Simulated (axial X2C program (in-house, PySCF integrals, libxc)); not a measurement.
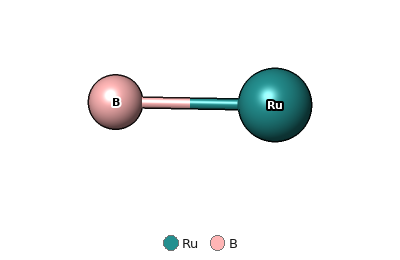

**Figure 1.** The molecule at the reference distance of 1.694 Å.

Relativistic diatomic calculation for RuB

- system: RuB, single determinant with M_S = 3/2 and |Λ| = 0 (not the lowest found).
- method: PBE0, spin-free X2C-1e, Ru dyall-cv3z, B dyall-v3z (cores contracted) (axial X2C program (in-house, PySCF integrals, libxc))

**Summary**

| quantity | value |
| --- | --- |
| outcome | converged |
| bond length rₑ | 1.760 Å |
| ωₑ | 844.9 cm⁻¹ |
| energy at the minimum | −4554.83459 hartree |
| depth below the fragments | 4.25 eV |
| largest ⟨S²⟩ along the curve | 3.83 |
| hardware | 2 threads of Arm Neoverse V2, 24 GiB of memory available, shared host |
| wall time | 3.9 s (CPU time 7.7 s) |

**Input**
```
{"zs": [44, 5], "q": 0, "bas": ["dyall-cv3z", "dyall-v3z"], "levels": ["PBE0", "HF", "PBEsol", "B97-3", "PBE"], "cc": true, "r0": 2.1, "thr": -2.0, "nmax": 140}
```

The line is the task of a batch: nuclear charges, charge, bases, the levels to run, a first guess of the distance and further settings. This report covers PBE0 without spin-orbit coupling. The log is that of the reference distance 1.694 Å, started from orbitals converged before.

The run was one of a batch that the task file lists, launched with:
```bash
python <driver script> task.json out
```

**The program's output**
```
spin-free X2C-1e  PBE0
basis functions 192  fitting functions 936  grid points 5075
iter        total energy     max residual
   1      -4554.832254679     1.35e-05
   2      -4554.832254678     2.12e-05
   3      -4554.832254686     1.14e-05
   4      -4554.832254688     3.24e-06
converged
one-electron -6414.24159327  Coulomb 1929.14904208  exact exchange -34.05368318  xc functional -104.41033343  nuclear repulsion 68.72431311
```

**The points of the curve**

```
R (Å)   E (hartree)  dipole (D; origin at the first atom, positive when the second is positive)  highest filled (eV)  lowest empty (eV)
1.474  −4554.770277                                                                       −1.55                −5.02              −3.77
1.542  −4554.801380                                                                       −1.73                −5.09              −3.61
1.592  −4554.816708                                                                       −1.85                −5.14              −3.50
1.643  −4554.826625                                                                       −1.96                −5.19              −3.39
1.694  −4554.832255                                                                       −2.06                −5.23              −3.28
1.753  −4554.834571                                                                       −2.17                −5.27              −3.16
1.813  −4554.833384                                                                       −2.26                −5.30              −3.05
1.889  −4554.828152                                                                       −2.35                −5.33              −2.92
1.982  −4554.818063                                                                       −2.42                −5.35              −2.77
```

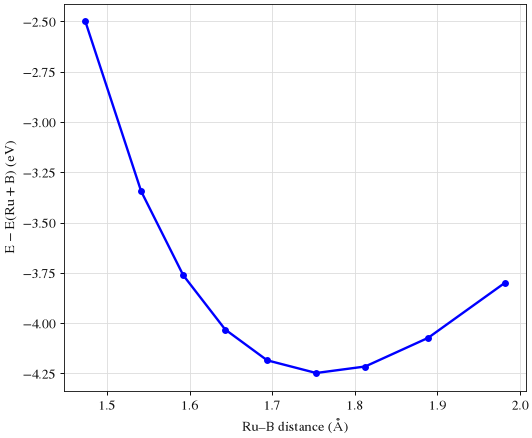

**Figure 2.** Energy at 9 bond lengths, for one set of occupations held fixed; the line joins the points. A polynomial of degree 6 through 8 points gives rₑ = 1.760 Å, ωₑ = 844.9 cm⁻¹, ωₑxₑ = 4.6 cm⁻¹ and Bₑ = 0.5476 cm⁻¹. The minimum lies 4.25 eV below Ru + B, each computed as one determinant at the same level.

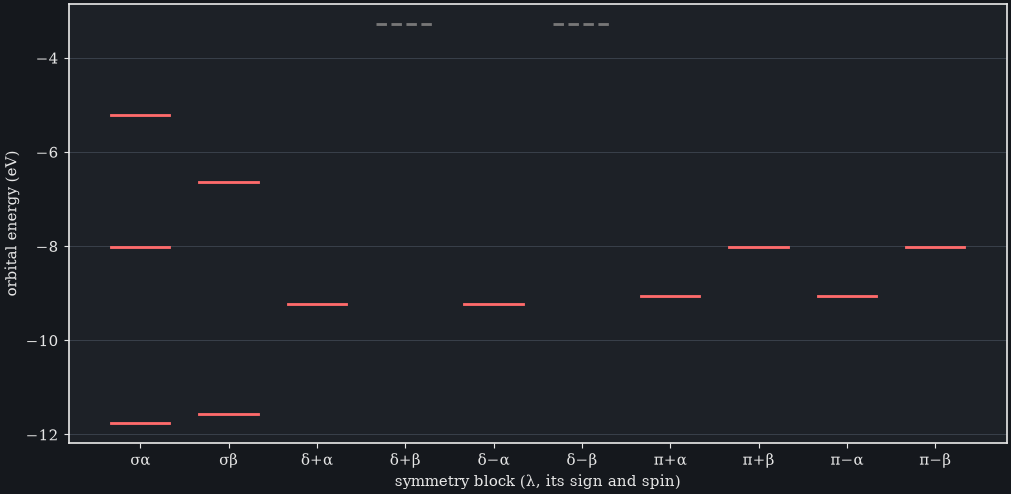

**Figure 3.** Orbital energies near the frontier at 1.69 Å, filled (solid) and empty (dashed); a label such as π−α means λ = −1 and α spin. The highest filled orbital (σα; 39 % B p, 34 % Ru s) lies at −5.23 eV, the lowest empty one (δ−β; 98 % Ru d) at −3.28 eV.
